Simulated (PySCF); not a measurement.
# B2PLYP/STO-6G run of [P2H3]− (SMILES [PH-]P)

Aim: the vertical singlet–triplet gap of [P2H3]− at B2PLYP/STO-6G, from 2 runs. The job is set up through a Python script.

The results are computed with PySCF 2.14.0.

19 further runs of the same task are left out: 6 that didn't finish, 13 set aside as unsound or not needed.

## Step 1: The system as given

[P2H3]−: 5 atoms, total charge -1, spin state singlet. As SMILES, `[PH-]P`. Geometry: relaxed at GFN2-xTB. This is one conformer, not always the lowest.

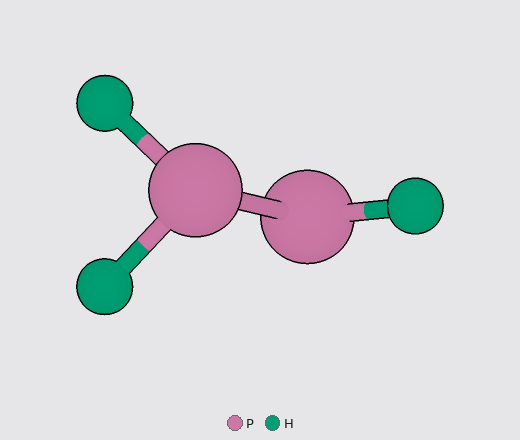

The structure, seen from a chosen angle (phosphorus pink, hydrogen teal).

## Step 2: The energy at B2PLYP/STO-6G

File input.xyz:

```xyz
5

P      0.790170    -1.109400     0.143810
P     -0.477530     0.546260     0.076070
H      0.279530    -1.462550     1.364400
H     -0.983870     0.470170    -1.228180
H      0.391690     1.555520    -0.356110
```

File calc.py:

```python
from pyscf import gto, dft, mp

mol = gto.M(
    atom='input.xyz',
    basis='sto-6g',
    max_memory=1860,
    spin=0,
    charge=-1,
    verbose=3,
)

mf = dft.RKS(mol, xc='0.53*HF + 0.47*B88, 0.73*LYP')
mf.conv_tol = 1e-10
mf.grids.level = 5
mf.kernel()
if not mf.converged:
    mf = mf.newton().run(mf.mo_coeff, mf.mo_occ)

pt = mp.MP2(mf, frozen=10).run()
e_final = mf.e_tot + 0.27 * pt.e_corr
print('PT2 part  %.8f' % (0.27 * pt.e_corr))
print('E = %.10f Eh' % e_final)
```

Started as:

```bash
$ OMP_NUM_THREADS=1 python calc.py
```

Log:

```text
converged SCF energy = -681.491126772068
E(RMP2) = -681.565723295447  E_corr = -0.0745965233792482
E(SCS-RMP2) = -681.576289712924  E_corr = -0.0851629408559741
PT2 part  -0.02014106
E = -681.5112678334 Eh
```

It took 6.6 s on 1 thread of Arm Neoverse V1, shared host; peak memory 0.2 GiB.

## Step 3: The triplet, same level

File run.py:

```python
from pyscf import gto, dft, mp

mol = gto.Mole()
mol.atom = '''
P      1.493205    -2.096462     0.271762
P     -0.902401     1.032282     0.143751
H      0.528235    -2.763819     2.578342
H     -1.859245     0.888493    -2.320924
H      0.740187     2.939507    -0.672950
'''
mol.verbose = 3
mol.basis = 'sto-6g'
mol.charge = -1
mol.spin = 2
mol.unit = 'bohr'
mol.max_memory = 1860
mol.build()

calc0 = dft.UKS(mol, xc='0.53*HF + 0.47*B88, 0.73*LYP')
calc0.conv_tol = 1e-10
calc0.grids.level = 5
calc0.kernel()
if not calc0.converged:
    calc0 = calc0.newton().run(calc0.mo_coeff, calc0.mo_occ)

pt = mp.MP2(calc0, frozen=10).run()
etot = calc0.e_tot + 0.27 * pt.e_corr
print('PT2 part  %.8f' % (0.27 * pt.e_corr))
print('E = %.10f Eh' % etot)
```

Started as:

```bash
$ OMP_NUM_THREADS=1 python run.py
```

Log:

```text
WARN: HOMO 0.192743756769531 >= LUMO -0.134221721262096

WARN: HOMO 0.48914910951908 >= LUMO 0.466401557096415

WARN: HOMO 0.447431699135116 >= LUMO 0.43521414699036

WARN: HOMO 0.446459163117787 >= LUMO 0.434591057071479

WARN: HOMO 0.446596240306923 >= LUMO 0.436523685877034

WARN: HOMO 0.446664785198438 >= LUMO 0.43666375842701

WARN: HOMO 0.446669988301597 >= LUMO 0.4366815632678

WARN: HOMO 0.446681326276094 >= LUMO 0.436694082550257

WARN: HOMO 0.446680707648357 >= LUMO 0.436688306584413

WARN: HOMO 0.446680642157141 >= LUMO 0.43668641296491

WARN: HOMO 0.446680720092742 >= LUMO 0.436686495762324

WARN: HOMO 0.446680606263614 >= LUMO 0.436686388977212

converged SCF energy = -681.277800316715  <S^2> = 2.0046247  2S+1 = 3.0030815
E(UMP2) = -681.334350999632  E_corr = -0.0565506829169735
E(SCS-UMP2) = -681.343830233115  E_corr = -0.0660299164001038
PT2 part  -0.01526868
E = -681.2930690011 Eh
```

It took 6.3 s on 1 thread of Arm Neoverse V1, shared host; peak memory 0.21 GiB.

## Step 4: Results

At B2PLYP/STO-6G, 10 core orbitals frozen:

| quantity | value |
| --- | --- |
| singlet: total energy | -681.51127 Eh |
| singlet: HOMO energy (SCF part's orbitals) | 6.21 eV |
| singlet: LUMO energy (SCF part's orbitals) | 16.67 eV |
| singlet: HOMO–LUMO gap (to an unbound level, set by the basis) | 10.46 eV |
| triplet: total energy | -681.29307 Eh |
| triplet: HOMO energy (SCF part's orbitals) (highest over α and β) | 12.15 eV |
| triplet: ⟨S²⟩ | 2.005 |
| vertical energy of the triplet above the singlet | 5.937 eV |

At this shape the triplet lies 5.94 eV (573 kJ/mol) above the singlet. For an anion a state so high probably lies above electron detachment. In a minimal basis such a difference can be off by several eV, whatever the method. The HOMO (singlet) lies at positive energy, 6.21 eV; only total energies tell whether the electron is bound. Mulliken charges (triplet) run from -0.26 on H3 to -0.08 on P2; they depend strongly on the basis. The HOMO (triplet) lies at positive energy, 12.15 eV; only total energies tell whether the electron is bound.
